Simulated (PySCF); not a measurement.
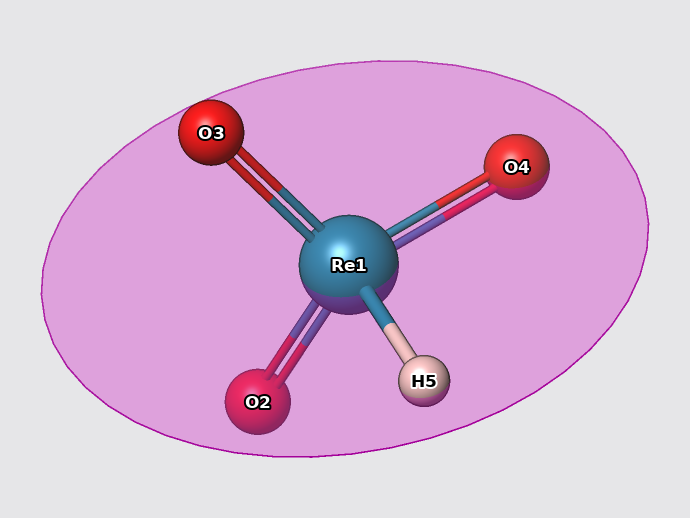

A disc through the centre of mass is drawn in. Depth is shown by fading: the farther an atom, the more it takes the colour of the background. Charge 0, singlet. The geometry was computed by an optimisation with PBE0-D3(BJ)/def2-SVP. No frequency run is at hand to confirm it as a minimum.

Is the plane of the disc a mirror plane of the structure?

Answer. Yes. The reflection leaves Re1, O4, H5 in place and moves O2 ↔ O3. The point group is C3v.
